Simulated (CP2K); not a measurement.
# GFN1-xTB run of SiPH5O (SMILES OP[SiH3])

What is the energy difference between two shapes of SiPH5O at GFN1-xTB? 

The results are computed with CP2K 2026.2.

2 further runs of the same task are left out: 2 set aside as unsound or not needed.

### Step 1. The molecule

The species is SiPH5O (8 atoms), meant as a singlet with charge 0. SMILES: `OP[SiH3]`. Geometry: relaxed at GFN2-xTB. This is one conformer, not always the lowest.

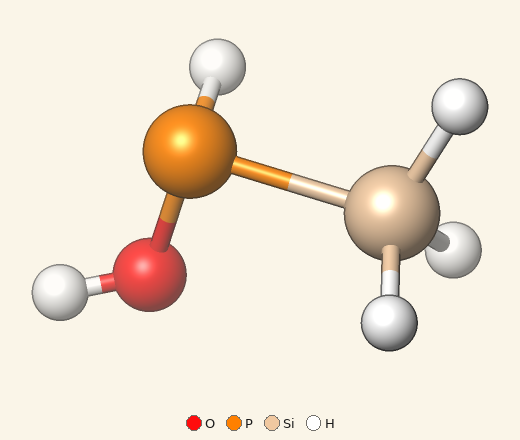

The structure, seen from a chosen angle (oxygen red, phosphorus orange, silicon light orange, hydrogen white).

### Step 2. Energy and gradient at GFN1-xTB

Contents of calc.py:

```python
import numpy as np
from ase import Atoms
from ase.calculators.cp2k import CP2K

atoms = Atoms(['O', 'P', 'Si', 'H', 'H', 'H', 'H', 'H'],
              positions=[(-1.125160, 0.233630, -1.367330),
                         (-0.437750, 1.131880, -0.156860),
                         (0.544170, -0.613460, 0.855860),
                         (-1.904680, 0.651610, -1.739920),
                         (0.713500, 1.526140, -0.857230),
                         (1.460440, -0.069340, 1.859650),
                         (1.271910, -1.468340, -0.084890),
                         (-0.522430, -1.392130, 1.490720)])
atoms.set_cell([13.4, 13.0, 13.6])
atoms.center()
template = """
&FORCE_EVAL
 METHOD Quickstep
 &DFT
  CHARGE 0
  MULTIPLICITY 1
  &QS
   METHOD XTB
   EPS_DEFAULT 1.0E-10
   &XTB
    GFN_TYPE 1
    CHECK_ATOMIC_CHARGES F
   &END XTB
  &END QS
  ! no periodic images
  &POISSON
   PERIODIC NONE
   POISSON_SOLVER ANALYTIC
  &END POISSON
  ! SCF settings
  &SCF
   SCF_GUESS ATOMIC
   EPS_SCF 1.0E-06
   MAX_SCF 100
   ADDED_MOS 4
   &DIAGONALIZATION
    ALGORITHM STANDARD
   &END DIAGONALIZATION
   &MIXING
    METHOD BROYDEN_MIXING
    ALPHA 0.2
    NBUFFER 8
   &END MIXING
   &SMEAR ON
    METHOD FERMI_DIRAC
    ELECTRONIC_TEMPERATURE [K] 300
   &END SMEAR
  &END SCF
  ! extra output
  &PRINT
   &MOMENTS
    PERIODIC F
    REFERENCE COM
    MAX_MOMENT 1
   &END MOMENTS
   &MO ON
    ENERGIES T
    OCCUPATION_NUMBERS T
    NDIGITS 6
    &EACH
     QS_SCF 0
    &END EACH
    ADD_LAST NUMERIC
   &END MO
   &HIRSHFELD OFF
   &END HIRSHFELD
  &END PRINT
 &END DFT
 &SUBSYS
 &END SUBSYS
&END FORCE_EVAL
"""
calculator = CP2K(command="cp2k.psmp -s", label="molecule", inp=template, basis_set=None, basis_set_file=None, potential_file=None, pseudo_potential=None, xc=None, cutoff=None, max_scf=None, charge=None, uks=False,
            force_eval_method=None, print_level="LOW", poisson_solver=None, stress_tensor=False)
atoms.calc = calculator
print("E / eV:", round(atoms.get_potential_energy(), 6))
forces = atoms.get_forces()
print(np.array2string(forces, precision=5, suppress_small=True))
print("largest force / (eV/A): %.4f" % np.linalg.norm(forces, axis=1).max())
```

Command:

```sh
$ OMP_NUM_THREADS=1 python calc.py
```

The program printed:

```text
E / eV: -324.254661
[[-0.39355 -0.03163 -0.44043]
 [ 0.18351  0.14817  0.71594]
 [-0.17609  0.44584 -0.27999]
 [-0.04595 -0.19108 -0.17796]
 [ 0.20342  0.08287 -0.16894]
 [-0.05008 -0.31014 -0.00035]
 [-0.02749 -0.07629  0.31539]
 [ 0.30621 -0.06774  0.03634]]
largest force / (eV/A): 0.7538
```

molecule.out (excerpt; [...] marks lines left out):

```text
CP2K| version string:                                       CP2K version 2026.2
[...]
 GLOBAL| Method name                                                        CP2K
[...]
 GLOBAL| Run type                                                   ENERGY_FORCE
[...]
 *** WARNING in qs_kind_types.F:2330 :: Information provided in the input ***
 *** file regarding BASIS for KIND <O> will be ignored!                   ***
 *** WARNING in qs_kind_types.F:2330 :: Information provided in the input ***
 *** file regarding BASIS for KIND <P> will be ignored!                   ***
 *** WARNING in qs_kind_types.F:2330 :: Information provided in the input ***
 *** file regarding BASIS for KIND <Si> will be ignored!                  ***
 *** WARNING in qs_kind_types.F:2330 :: Information provided in the input ***
 *** file regarding BASIS for KIND <H> will be ignored!                   ***
[...]
                             - Atoms:                                          8
[...]
                             - Spherical basis functions:                     32
[...]
 Number of electrons:                                                         20
[...]
     1 NoMix/Diag. 0.20E+00    0.0     0.70663795       -11.8243735106 -1.18E+01
[...]
    45 Broy./Diag. 0.20E+00    0.0     0.00000022       -11.9161402190  2.00E-07
  *** SCF run converged in    45 steps ***
[...]
  Fermi energy:                                                -0.27624267222037
[...]
 TB_DIPOLE| Moment [Debye]         -0.87518011       1.51207826      -0.21543266
 TB_DIPOLE| Derivative [a.u.]       0.00000000       0.00000000       0.00000000
[...]
 ENERGY| Total FORCE_EVAL ( QS ) energy [hartree]            -11.916140065907522
[...]
```

It took 0.81 s on 1 thread of Arm Neoverse V2, shared host.

### Step 3. The distorted shape at the same level

Contents of job.py:

```python
import numpy as np
from ase import Atoms
from ase.calculators.cp2k import CP2K

atoms = Atoms(['O', 'P', 'Si', 'H', 'H', 'H', 'H', 'H'],
              positions=[(-1.138661, 0.233670, -1.369704),
                         (-0.435988, 1.135142, -0.128758),
                         (0.543729, -0.630563, 0.843198),
                         (-1.921944, 0.659729, -1.770794),
                         (0.714349, 1.518233, -0.846806),
                         (1.484169, -0.081655, 1.838370),
                         (1.261623, -1.496678, -0.092076),
                         (-0.509009, -1.390762, 1.452894)])
atoms.set_cell([13.4, 13.0, 13.6])
atoms.center()
template = """
&FORCE_EVAL
   METHOD QS
   &DFT
      # Quickstep
      &QS
         METHOD XTB
         EPS_DEFAULT 1.0E-10
         &XTB
            GFN_TYPE 1
            CHECK_ATOMIC_CHARGES F
         &END XTB
      &END QS
      &POISSON
         PERIODIC NONE
         POISSON_SOLVER ANALYTIC
      &END POISSON
      # SCF settings
      &SCF
         SCF_GUESS ATOMIC
         EPS_SCF 1.0E-06
         MAX_SCF 100
         ADDED_MOS 4
         &DIAGONALIZATION
            ALGORITHM STANDARD
         &END DIAGONALIZATION
         &MIXING
            METHOD BROYDEN_MIXING
            ALPHA 0.2
            NBUFFER 8
         &END MIXING
         &SMEAR ON
            METHOD FERMI_DIRAC
            ELECTRONIC_TEMPERATURE [K] 300
         &END SMEAR
      &END SCF
      &PRINT
         &MOMENTS
            PERIODIC F
            REFERENCE COM
            MAX_MOMENT 1
         &END MOMENTS
         &MO ON
            ENERGIES T
            OCCUPATION_NUMBERS T
            NDIGITS 6
            &EACH
               QS_SCF 0
            &END EACH
            ADD_LAST NUMERIC
         &END MO
         &HIRSHFELD OFF
         &END HIRSHFELD
      &END PRINT
   &END DFT
   &SUBSYS
   &END SUBSYS
&END FORCE_EVAL
"""
calc = CP2K(command="cp2k.psmp -s", label="gas", inp=template, basis_set=None, basis_set_file=None, potential_file=None, pseudo_potential=None, xc=None, cutoff=None, max_scf=None, charge=None, uks=False,
            force_eval_method=None, print_level="LOW", poisson_solver=None, stress_tensor=False)
atoms.calc = calc
print("E / eV:", round(atoms.get_potential_energy(), 6))
forces = atoms.get_forces()
print(np.array2string(forces, precision=5, suppress_small=True))
print("largest force / (eV/A): %.4f" % np.linalg.norm(forces, axis=1).max())
```

Command:

```sh
$ OMP_NUM_THREADS=1 python job.py
```

The program printed:

```text
E / eV: -324.253949
[[-0.72573  0.62504 -0.24616]
 [-0.02694 -0.19234  0.00792]
 [ 0.2785   0.74257 -0.35704]
 [ 0.61382 -0.48366  0.21524]
 [ 0.11268  0.09192 -0.09865]
 [-0.17571 -0.38755 -0.09466]
 [-0.00339 -0.04292  0.25677]
 [-0.07322 -0.35305  0.31659]]
largest force / (eV/A): 0.9889
```

gas.out (excerpt; [...] marks lines left out):

```text
CP2K| version string:                                       CP2K version 2026.2
[...]
 GLOBAL| Method name                                                        CP2K
[...]
 GLOBAL| Run type                                                   ENERGY_FORCE
[...]
 *** WARNING in qs_kind_types.F:2330 :: Information provided in the input ***
 *** file regarding BASIS for KIND <O> will be ignored!                   ***
 *** WARNING in qs_kind_types.F:2330 :: Information provided in the input ***
 *** file regarding BASIS for KIND <P> will be ignored!                   ***
 *** WARNING in qs_kind_types.F:2330 :: Information provided in the input ***
 *** file regarding BASIS for KIND <Si> will be ignored!                  ***
 *** WARNING in qs_kind_types.F:2330 :: Information provided in the input ***
 *** file regarding BASIS for KIND <H> will be ignored!                   ***
[...]
                             - Atoms:                                          8
[...]
                             - Spherical basis functions:                     32
[...]
 Number of electrons:                                                         20
[...]
     1 NoMix/Diag. 0.20E+00    0.0     0.77103547       -11.8165865590 -1.18E+01
[...]
    44 Broy./Diag. 0.20E+00    0.0     0.00000045       -11.9161138287 -2.02E-06
  *** SCF run converged in    44 steps ***
[...]
  Fermi energy:                                                -0.28181173639420
[...]
 TB_DIPOLE| Moment [Debye]         -0.82831169       1.50253391      -0.15301854
 TB_DIPOLE| Derivative [a.u.]       0.00000000       0.00000000       0.00000000
[...]
 ENERGY| Total FORCE_EVAL ( QS ) energy [hartree]            -11.916113888360028
[...]
```

Run time: 0.81 s. Hardware: 1 thread of Arm Neoverse V2, shared host.

### Step 4. Outcome

Level: GFN1-xTB.

| quantity | value |
| --- | --- |
| first shape: total energy | -11.91614 Eh |
| first shape: dipole moment (from atomic charges alone) | 1.76 D |
| first shape: HOMO energy | -10.63 eV |
| first shape: LUMO energy | -6.62 eV |
| first shape: HOMO–LUMO gap | 4.01 eV |
| first shape: dispersion energy | -6.18 kJ/mol |
| distorted shape: total energy | -11.91611 Eh |
| distorted shape: dipole moment (from atomic charges alone) | 1.72 D |
| distorted shape: HOMO energy | -10.70 eV |
| distorted shape: LUMO energy | -6.77 eV |
| distorted shape: HOMO–LUMO gap | 3.92 eV |
| distorted shape: dispersion energy | -6.18 kJ/mol |
| energy change with the atoms displaced | 0.001 eV |

**Reading.** With the atoms displaced the energy rises by 0.00 eV (0.0 kcal/mol). The first shape isn't relaxed at this level, so the change isn't measured from a minimum. The dipole (first shape) comes from point charges on the atoms alone, without atomic dipoles, so it is partial. The dipole (distorted shape) comes from point charges on the atoms alone, without atomic dipoles, so it is partial.
